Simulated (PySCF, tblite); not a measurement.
**C4H6F2O2Si: geometry, infrared bands and NMR shifts**

Wanted: the infrared bands and NMR shifts of C4H6F2O2Si (`O=C/C(=C\O[SiH3])C(F)F`), by calculation.

The runs use tblite 0.8.0 and PySCF 2.14.0, with density-fitted response routines of our own; the level of theory stands in each step. All values are computed, except where a source is named. Atoms are numbered from 0 throughout.

## Step 1: Starting geometry

15 atoms, charge 0, multiplicity 1; geometry from: force field or distance geometry start.

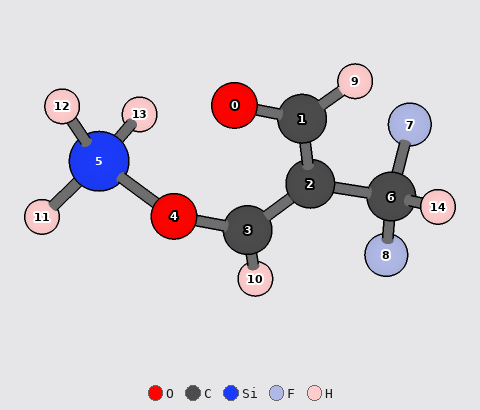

The starting geometry (oxygen red, carbon dark grey, silicon blue, fluorine light blue, hydrogen pink), atoms numbered.

## Step 2: Geometry optimisation with GFN2-xTB

Job settings and geometry (Å):

```
{"job": {"kind": "relax", "xc": "GFN2-xTB", "basis": "xTB"}, "charge": 0, "multiplicity": 1}
O      0.226000     2.093200     0.175400
C     -0.765200     1.416200     0.562100
C     -0.941600     0.038700     0.057500
C     -0.091700    -0.466100    -0.840400
O      0.986100     0.259100    -1.270400
Si     2.582000     0.074700    -0.590800
C     -2.123700    -0.719400     0.552500
F     -1.946400    -0.808100     1.939700
F     -2.071700    -2.001300     0.057700
H     -1.486900     1.811600     1.304900
H     -0.249700    -1.498600    -1.210400
H      3.384900    -0.813600    -1.459200
H      3.173300     1.391100    -0.376500
H      2.399700    -0.588300     0.708900
H     -3.079500    -0.181300     0.366900
```

The run is started by

```bash
OMP_NUM_THREADS=1 python probes_run.py task.json out
```

The driver reads the jobs from task.json and runs them one after another.

Standard output:

```text
step      E/eV     max force
  0    -841.84793    3.785
  1    -842.05351    4.193
  2    -842.23846    1.189
  3    -842.32396    0.777
  4    -842.36924    0.846
  5    -842.39163    0.410
  6    -842.41169    0.348
  7    -842.42433    0.350
  8    -842.43413    0.271
  9    -842.44070    0.218
 10    -842.44759    0.297
 11    -842.45411    0.243
 12    -842.46048    0.248
 13    -842.46651    0.206
 14    -842.47230    0.274
 15    -842.47739    0.237
 16    -842.48205    0.192
 17    -842.48693    0.174
 18    -842.49271    0.218
 19    -842.50001    0.299
 20    -842.50841    0.292
 21    -842.51684    0.248
 22    -842.52491    0.241
 23    -842.53276    0.343
 24    -842.54088    0.323
 25    -842.55022    0.272
 26    -842.56269    0.281
 27    -842.57906    0.408
 28    -842.59842    0.410
 29    -842.61374    0.321
 30    -842.60840    0.552
 31    -842.63299    0.256
 32    -842.64146    0.219
 33    -842.65896    0.263
 34    -842.66729    0.301
 35    -842.67574    0.231
 36    -842.68410    0.194
 37    -842.69434    0.233
 38    -842.70279    0.234
 39    -842.70956    0.266
 40    -842.71679    0.219
 41    -842.72445    0.239
 42    -842.73246    0.270
 43    -842.74004    0.221
 44    -842.74718    0.190
 45    -842.75069    0.140
 46    -842.75417    0.184
 47    -842.75691    0.157
 48    -842.76027    0.191
 49    -842.76360    0.173
 50    -842.76695    0.158
 51    -842.76993    0.126
 52    -842.77264    0.161
 53    -842.77482    0.141
 54    -842.77661    0.113
 55    -842.77798    0.090
 56    -842.77913    0.081
 57    -842.78024    0.084
 58    -842.78150    0.089
 59    -842.78281    0.084
 60    -842.78417    0.104
 61    -842.78541    0.100
 62    -842.78661    0.102
 63    -842.78779    0.132
 64    -842.78906    0.110
 65    -842.79017    0.072
 66    -842.79112    0.065
 67    -842.79188    0.075
 68    -842.79248    0.090
 69    -842.79294    0.068
 70    -842.79329    0.034
 71    -842.79355    0.038
 72    -842.79379    0.043
 73    -842.79408    0.047
 74    -842.79439    0.048
 75    -842.79466    0.040
 76    -842.79484    0.027
 77    -842.79496    0.024
 78    -842.79505    0.022
 79    -842.79515    0.019
 80    -842.79524    0.020
 81    -842.79533    0.022
 82    -842.79545    0.024
 83    -842.79561    0.028
 84    -842.79585    0.037
 85    -842.79617    0.045
 86    -842.79652    0.044
 87    -842.79680    0.038
 88    -842.79699    0.032
 89    -842.79713    0.034
 90    -842.79730    0.033
 91    -842.79754    0.040
 92    -842.79798    0.072
 93    -842.79870    0.117
 94    -842.79968    0.141
 95    -842.80092    0.166
 96    -842.80191    0.124
 97    -842.80117    0.314
 98    -842.80408    0.075
 99    -842.80506    0.064
100    -842.79750    0.609
101    -842.80711    0.057
102    -842.80822    0.049
103    -842.80052    0.604
104    -842.80969    0.046
105    -842.81067    0.047
106    -842.80056    0.646
107    -842.81183    0.046
108    -842.81254    0.053
109    -842.81136    0.359
110    -842.81376    0.064
111    -842.81420    0.076
112    -842.81478    0.159
113    -842.81524    0.096
114    -842.81592    0.035
115    -842.81680    0.044
116    -842.81736    0.114
117    -842.81796    0.049
118    -842.81830    0.034
119    -842.81855    0.046
120    -842.81870    0.022
121    -842.81877    0.020
122    -842.81896    0.022
123    -842.81901    0.027
124    -842.81912    0.037
125    -842.81925    0.036
126    -842.81940    0.036
127    -842.81959    0.035
128    -842.81981    0.033
129    -842.81996    0.025
130    -842.82003    0.026
131    -842.82010    0.021
132    -842.82015    0.021
133    -842.82022    0.019
134    -842.82028    0.017
135    -842.82034    0.019
136    -842.82044    0.024
137    -842.82057    0.025
138    -842.82073    0.025
139    -842.82084    0.053
140    -842.82025    0.117
141    -842.82096    0.024
142    -842.82100    0.018
143    -842.82106    0.011
144    -842.82108    0.010
145    -842.82113    0.015
146    -842.82115    0.017
147    -842.82119    0.019
148    -842.82123    0.022
149    -842.82129    0.023
150    -842.82135    0.022
151    -842.82143    0.020
152    -842.82154    0.019
153    -842.82165    0.019
154    -842.82174    0.022
155    -842.82181    0.020
156    -842.82188    0.019
157    -842.82196    0.020
158    -842.82206    0.020
159    -842.82217    0.024
160    -842.82228    0.026
161    -842.82238    0.028
162    -842.82255    0.024
163    -842.82269    0.032
164    -842.82280    0.031
165    -842.82285    0.023
166    -842.82288    0.019
167    -842.82291    0.012
168    -842.82293    0.010
169    -842.82294    0.007
```

Run time: 2 s. Hardware: 1 thread of Arm Neoverse N1, shared host.

Along the way: (not every step is listed)

```
step  energy from step 0 (eV)  largest force (eV/Å)
   0                   0.0000                3.7851
   1                  -0.2056                4.1927
   2                  -0.3905                1.1891
   3                  -0.4760                0.7771
   4                  -0.5213                0.8458
   5                  -0.5437                0.4097
   6                  -0.5638                0.3483
   7                  -0.5764                0.3502
   8                  -0.5862                0.2711
  23                  -0.6848                0.3432
  38                  -0.8549                0.2337
  53                  -0.9269                0.1412
  68                  -0.9445                0.0900
  83                  -0.9477                0.0283
  98                  -0.9561                0.0750
 113                  -0.9673                0.0961
 128                  -0.9719                0.0326
 143                  -0.9731                0.0114
 158                  -0.9741                0.0205
 164                  -0.9749                0.0307
 165                  -0.9749                0.0227
 166                  -0.9750                0.0194
 167                  -0.9750                0.0117
 168                  -0.9750                0.0105
 169                  -0.9750                0.0073
```

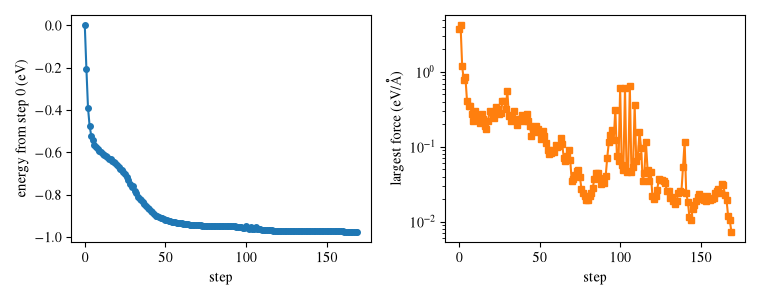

Energy and force, step by step.

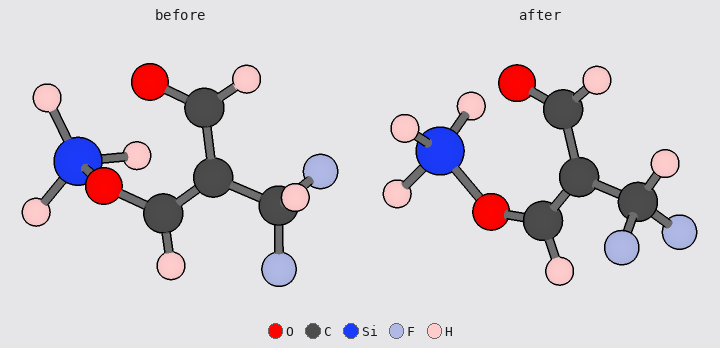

The geometry before (left) and after (right).

Close pairs (by a distance rule), those that changed most:

```
   bond  before (Å)  after (Å)  change (Å)
  C3–O4       1.368      1.281      -0.087
 O4–Si5       1.744      1.686      -0.058
  O0–C1       1.261      1.214      -0.047
  C6–F7       1.401      1.359      -0.042
  C1–C2       1.478      1.436      -0.042
  C2–C3       1.335      1.367      +0.031
Si5–H13       1.470      1.452      -0.018
  C6–F8       1.375      1.360      -0.015
```

The end geometry stands in the next job.

## Step 3: Vibrational analysis with GFN2-xTB

Job settings and geometry (Å):

```
{"job": {"kind": "ir", "xc": "GFN2-xTB", "basis": "xTB"}, "charge": 0, "multiplicity": 1}
O      0.708183     1.678779     0.586263
C     -0.404583     1.205021     0.691251
C     -0.815002    -0.085426     0.213652
C      0.022931    -0.947294    -0.436627
O      1.259678    -0.802246    -0.738974
Si     2.484018     0.348013    -0.591382
C     -2.234476    -0.524597     0.421628
F     -2.297858    -1.703539     1.094824
F     -2.859986    -0.755829    -0.763606
H     -1.200110     1.787700     1.192272
H     -0.395133    -1.905734    -0.755820
H      3.466443    -0.485645    -1.295649
H      2.201845     1.512901    -1.411924
H      2.897135     0.476657     0.794924
H     -2.837499     0.209228     0.977256
```

Standard output:

```text
mode    cm-1     km/mol
  1      25.9      3.77
  2      30.4      0.11
  3     136.4      3.60
  4     139.1     12.25
  5     182.3     34.39
  6     195.7      0.09
  7     227.2     12.56
  8     326.5     10.07
  9     345.2      5.02
 10     379.5     12.72
 11     487.9     24.92
 12     499.1      2.78
 13     542.8      1.53
 14     588.6     74.21
 15     604.8    154.40
 16     612.2     29.06
 17     744.8    202.32
 18     762.1    139.62
 19     860.6    257.69
 20     864.6      0.58
 21     887.4    130.88
 22     935.3     46.45
 23     946.9      1.50
 24     995.8    220.71
 25    1044.7     90.57
 26    1188.0     51.13
 27    1255.2     12.32
 28    1285.5     41.86
 29    1340.6     94.28
 30    1368.7     78.34
 31    1405.5     72.09
 32    1544.2    548.25
 33    1717.6    431.94
 34    2222.0    324.84
 35    2332.2     55.16
 36    2349.7    360.89
 37    2782.6    105.58
 38    2898.3     22.02
 39    2945.2     11.39
```

Wall time 0.87 s (1 thread of Arm Neoverse N1, shared host).

Which atoms move in the most intense modes:

```
cm⁻¹  km/mol                                   atoms
 605   154.4  H12 36 %, H13 32 %, H11 15 %, Si5 11 %
 745   202.3   C6 25 %, H13 16 %, H12 16 %, H11 14 %
 861   257.7            H11 36 %, H13 31 %, H12 26 %
 996   220.7               C6 62 %, F8 17 %, F7 14 %
1544   548.2                        C3 43 %, C2 33 %
1718   431.9               C1 51 %, O0 30 %, C3 11 %
2222   324.8                                H11 92 %
2350   360.9                      H13 55 %, H12 40 %
```

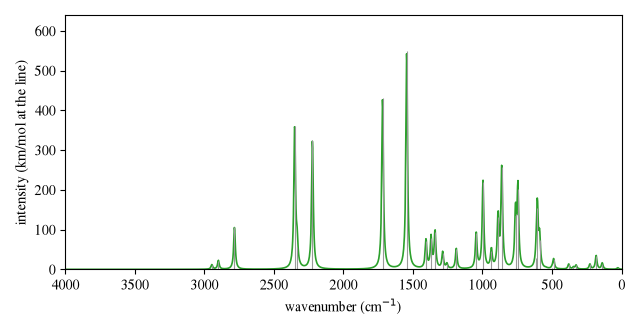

The infrared spectrum from these modes, unscaled. Lines are broadened to a width of 14 cm⁻¹ (Lorentzian).

## Step 4: Nuclear shieldings: PBE0/pcSseg-1

Same as in step 3 but for these lines:

```diff
@@ -1,2 +1,2 @@
-{"job": {"kind": "ir", "xc": "GFN2-xTB", "basis": "xTB"}, "charge": 0, "multiplicity": 1}
+{"job": {"kind": "nmr", "xc": "PBE0", "basis": "pcSseg-1"}, "charge": 0, "multiplicity": 1}
 O      0.708183     1.678779     0.586263
```

With the program's defaults for keys left out, this is: GIAO PBE0/pcSseg-1 NMR shielding, non-relativistic, gas phase.

Standard output:

```text
coarse grid: 14032 points
cycle   1  E = -794.6393879899  dE =  1.538e+00  |g| = 1.103e+00  |ddm| = 3.595e+00
cycle   2  E = -794.0561801180  dE =  5.832e-01  |g| = 2.077e+00  |ddm| = 2.879e+00
cycle   3  E = -794.8367500890  dE = -7.806e-01  |g| = 2.980e-01  |ddm| = 2.336e+00
cycle   4  E = -794.8531204335  dE = -1.637e-02  |g| = 9.626e-02  |ddm| = 3.075e-01
cycle   5  E = -794.8544793680  dE = -1.359e-03  |g| = 3.008e-02  |ddm| = 7.712e-02
cycle   6  E = -794.8546486004  dE = -1.692e-04  |g| = 1.127e-02  |ddm| = 3.346e-02
cycle   7  E = -794.8546731309  dE = -2.453e-05  |g| = 2.711e-03  |ddm| = 1.060e-02
cycle   8  E = -794.8546746052  dE = -1.474e-06  |g| = 9.006e-04  |ddm| = 2.651e-03
final grid: 134616 points
cycle   9  E = -794.9400993323  dE = -2.262e-05  |g| = 1.348e-02  |ddm| = 2.723e-02
cycle  10  E = -794.9400104432  dE =  8.889e-05  |g| = 2.571e-02  |ddm| = 2.908e-02
cycle  11  E = -794.9401312175  dE = -1.208e-04  |g| = 2.209e-03  |ddm| = 2.151e-02
cycle  12  E = -794.9401321217  dE = -9.041e-07  |g| = 4.356e-04  |ddm| = 1.934e-03
cycle  13  E = -794.9401321484  dE = -2.672e-08  |g| = 1.748e-04  |ddm| = 4.742e-04
cycle  14  E = -794.9401321537  dE = -5.357e-09  |g| = 6.923e-05  |ddm| = 1.857e-04
cycle  15  E = -794.9401321547  dE = -9.893e-10  |g| = 1.311e-05  |ddm| = 6.817e-05
converged SCF energy = -794.9401321547

GIAO shielding tensors (ppm)
atom      isotropic    diamagn.    paramagn.     s11        s22        s33       span
  0 O     -211.609     404.488    -616.097   -660.881   -324.347    350.400   1011.280
  1 C       -5.312     244.520    -249.831    -92.250    -16.230     92.545    184.795
  2 C       66.428     271.283    -204.856    -31.528     83.658    147.153    178.681
  3 C        9.182     247.183    -238.001    -93.125     11.825    108.847    201.972
  4 O      172.604     395.711    -223.107     26.385     93.140    398.287    371.902
  5 Si     389.752     877.668    -487.916    341.655    375.741    451.861    110.205
  6 C       66.779     236.027    -169.248     48.589     65.029     86.717     38.128
  7 F      291.243     473.369    -182.126    184.380    331.962    357.389    173.009
  8 F      286.846     473.428    -186.582    181.802    328.406    350.330    168.528
  9 H       22.663      29.348      -6.685     20.606     22.561     24.822      4.216
 10 H       23.928      29.456      -5.528     20.121     22.811     28.852      8.731
 11 H       26.727      28.216      -1.489     23.006     26.079     31.096      8.089
 12 H       25.989      29.261      -3.273     22.968     25.422     29.576      6.609
 13 H       25.976      29.236      -3.260     22.964     25.343     29.622      6.658
 14 H       25.146      28.011      -2.865     22.437     24.633     28.367      5.930
```

It took 54 s on 1 thread of Arm Neoverse N1, shared host; peak memory 0.83 GiB.

The references, computed at this level on geometries of the same kind, shield at (ppm): 1H TMS 31.72, 13C TMS 186.9, 29Si TMS 349.2, 19F CFCl3 170.9, 17O H2O 336.1. Their shielding less the atom's gives the shift. The references are single molecules in the gas phase, so shifts against H2O, NH3, PH3, H3PO4 or CFCl3 are not on the usual liquid scales and can be off by tens of ppm. Atoms listed in one row are averaged.

```
        atoms                                    environment  σ (ppm)  δ (ppm)  δ scaled to CDCl3
           C1                       aldehyde carbonyl carbon     -5.3    192.2              185.7
           C3                   alkene carbon bearing oxygen      9.2    177.7              171.6
           C2  β carbon of an enol-ether or enamine type C=C     66.4    120.5              115.7
           C6                   allylic sp3 CH bonded to 2 F     66.8    120.1              115.3
           H9        hydrogen on an aldehyde carbonyl carbon    22.66     9.05               8.64
          H10    hydrogen on an alkene carbon bearing oxygen    23.93     7.79               7.45
          H14    hydrogen on an allylic sp3 CH bonded to 2 F    25.15     6.57               6.30
H11, H12, H13              hydrogen on a silicon bonded to O    26.23     5.49                  –
           O0                                aldehyde oxygen   -211.6    547.7                  –
           O4                         oxygen bonded to C, Si    172.6    163.5                  –
          Si5                       silicon bonded to O, 3 H    389.8    -40.6                  –
       F7, F8                        fluorine of a CF2 group    289.0   -118.1                  –
```

The scaled column applies a straight-line fit of computed shieldings to shifts measured in CDCl3, and one for carbons that bear F (root-mean-square error 0.16 ppm for H, 1.9 ppm for C).

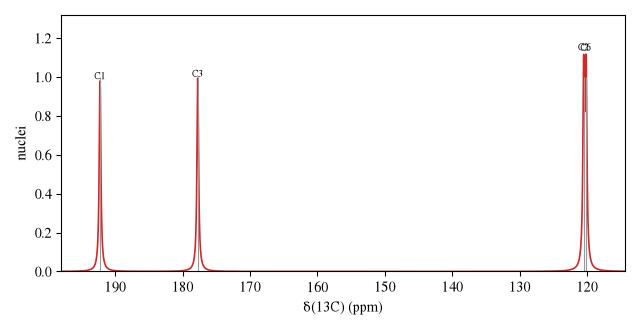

13C lines at the computed shifts, without couplings. Lines are broadened to a width of 0.29 ppm (Lorentzian).

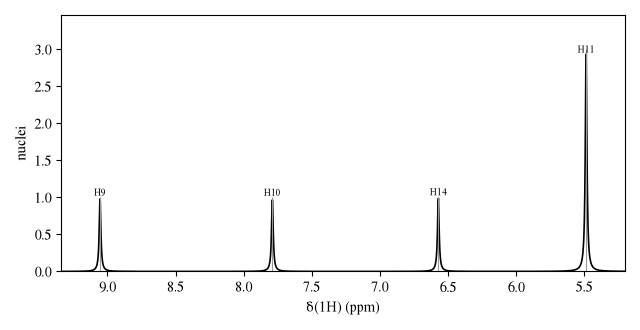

1H lines at the computed shifts, without couplings. Lines are broadened to a width of 0.01 ppm (Lorentzian).

Charges from the same density, by scheme (e):

```
 atoms  Mulliken    IAO  Hirshfeld  ESP fit
    O0     -0.44  -0.42      -0.19    -0.52
    C1      0.41   0.24       0.11     0.59
    C2     -0.59  -0.22      -0.09    -0.49
    C3      0.46   0.20       0.11     0.43
    O4     -0.56  -0.50      -0.15    -0.40
   Si5      0.74   0.86       0.38     0.62
    C6      0.60   0.44       0.14     0.24
F7, F8     -0.30  -0.31      -0.11    -0.20
```

ESP fit charges:

O0 -0.52; C1 0.59; C2 -0.49; C3 0.43; O4 -0.40; Si5 0.62; C6 0.24; F7 -0.20; F8 -0.20; H9 -0.01; H10 0.10; H11 -0.17; H12 -0.07; H13 -0.07; H14 0.14

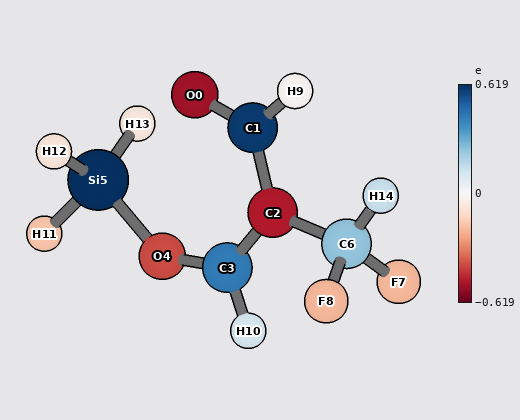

ESP fit charges, as colours on the atoms.

Mayer bond orders: O0–C1 1.79, C1–C2 1.11, C2–C3 1.52, C3–O4 1.17, O4–Si5 0.72, C2–C6 1.02, C6–F7 0.95, C6–F8 0.95.

## Step 5: Summary of results

| quantity | value |
| --- | --- |
| strongest single infrared mode (GFN2-xTB) | 1544 cm⁻¹, 548 km/mol |
| zero-point energy (GFN2-xTB) | 57.2 kcal/mol |
| 13C shifts against TMS (PBE0/pcSseg-1) | 192.2, 177.7, 120.5, 120.1 ppm |
| 1H shifts against TMS (PBE0/pcSseg-1, means over atoms taken as alike) | 9.05, 7.79, 6.57, 5.49 ppm |
| 17O shifts against H2O (PBE0/pcSseg-1) | 547.7, 163.5 ppm |
| 29Si shifts against TMS (PBE0/pcSseg-1) | -40.6 ppm |
| 19F shifts against CFCl3 (PBE0/pcSseg-1, means over atoms taken as alike) | -118.1 ppm |

**Reading.** The optimisation took 169 steps and gained 0.975 eV; among the close pairs (by a distance rule), C3–O4 changed most, from 1.368 to 1.281 Å. No mode is imaginary among the 39: a minimum at this level. The strongest single mode, at 1544 cm⁻¹, moves mainly C3 and C2. Unscaled tight-binding wavenumbers are off by several per cent, some by more. Its intensities can rank the bands wrongly. C1 (aldehyde carbonyl carbon) lies farthest downfield among carbon, at 192.2 ppm; the double bond to the heteroatom, with no lone-pair donor beside it, deshields it most. H9 (hydrogen on an aldehyde carbonyl carbon) lies farthest downfield among hydrogen, at 9.05 ppm; the C=O anisotropy and electron withdrawal place aldehyde protons far downfield. At PBE0/pcSseg-1: Shielding is most anisotropic at O0 (span 1011 ppm, paramagnetic term -616 ppm).
